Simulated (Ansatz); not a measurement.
## Electronic structure of ClGaHO (charge −1) in real space

The calculation's input:

```
crystal:
  periodic: [false, false, false]
  atoms:
    - {symbol: O, position_ang: [-2.238097, -0.394499, -0.197388]}
    - {symbol: Ga, position_ang: [1.114399, -0.837407, 0.469708]}
    - {symbol: Cl, position_ang: [-0.833769, 0.383840, -0.264232]}
    - {symbol: H, position_ang: [1.810646, 0.660079, 0.037205]}
basis:
  gaussian: {orbitals: "def2-TZVPPD.json"}
total_charge: -1
hamiltonian: {xc: pbe0, dispersion: d4}
output: {orbitals: {seedname: orbitals}}
```

Run with:

```sh
ansatz run in.yaml --threads 2 --pin off --events-out ev --progress --plain --max-ram 4352MiB
```

Geometry: PBE0-D4/def2-TZVPD.

Computed with RKS PBE0-D4/def2-TZVPPD in Ansatz.

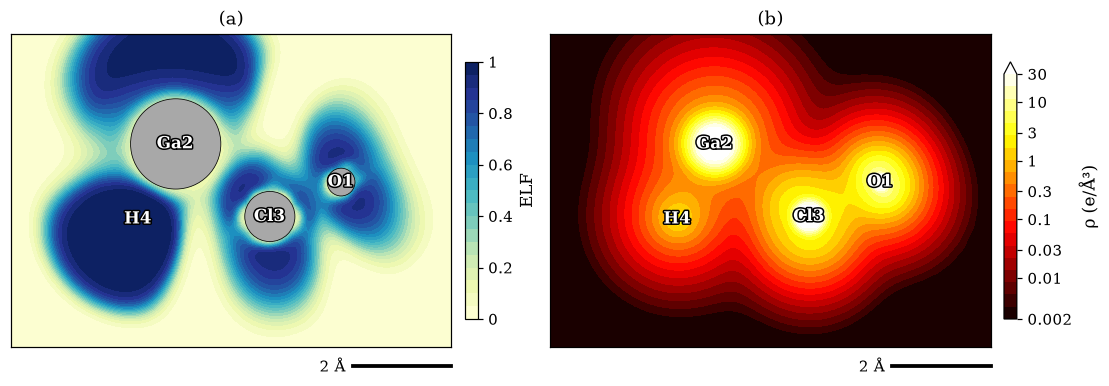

Figure 1. (a) ELF; (b) electron density on the molecular plane. Grey discs cover the atomic cores in the ELF map.

> Interpret the plot.

Atoms in the plane: O, Ga, Cl and H. Cl–O (1.61 Å): the density is about 1.7 e/Å³ at the midpoint; the ELF peaks at about 0.75 between the atoms (a covalent bond). Ga–Cl (2.41 Å): ρ at the midpoint is about 0.44 e/Å³, with its minimum of 0.39 e/Å³ about 1.1 Å from Ga; the ELF peaks at about 0.90 in the valence shell of Cl, 0.8 Å from its nucleus, and is about 0.50 at the midpoint. Ga–H (1.71 Å): ρ at the midpoint is about 0.69 e/Å³; the ELF climbs to about 1 towards the hydrogen. The ELF also peaks beside Cl3 and O1, away from the bonds: lone-pair regions.

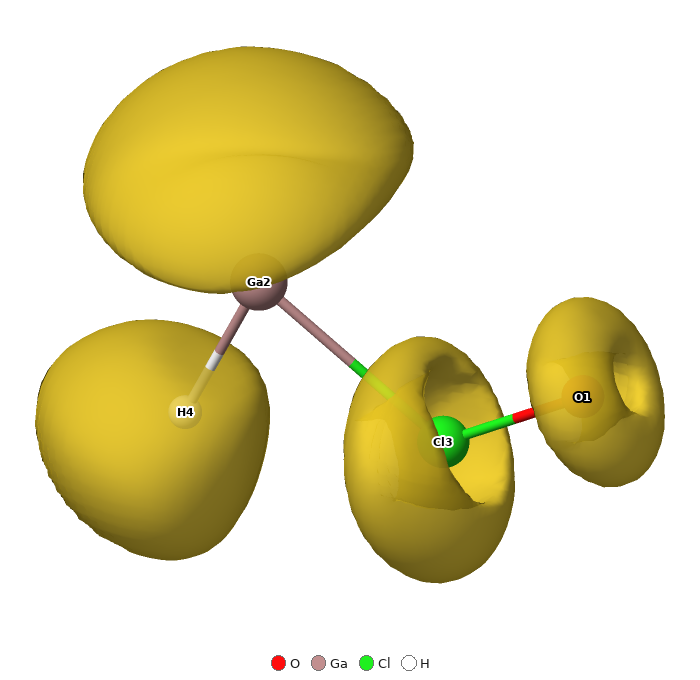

Figure 2. Isosurface of the ELF at 0.8 (yellow), seen at a tilt. Core shells and regions of very low density are left out.

> Describe the localisation domains.

At this value the surface marks out one region around a hydrogen nucleus, one lobe on Ga, pointing away from the bonds (lone pairs), one region wrapped around Cl (its valence shell) and one region wrapped around O (its valence shell).

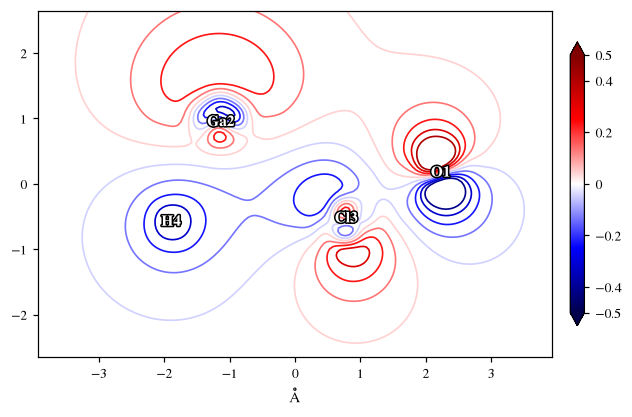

Figure 3. The HOMO on the molecular plane (values in Å⁻³ᐟ²; the overall sign is arbitrary).

> Describe this orbital and give its energy.

It lies mainly on Ga2 (about 55 %), O1 (about 20 %), Cl3 (about 15 %) and H4 (about 10 %); it is symmetric in the molecular plane (an in-plane orbital: σ, lone-pair or in-plane π type). Its energy is −1.09 eV.
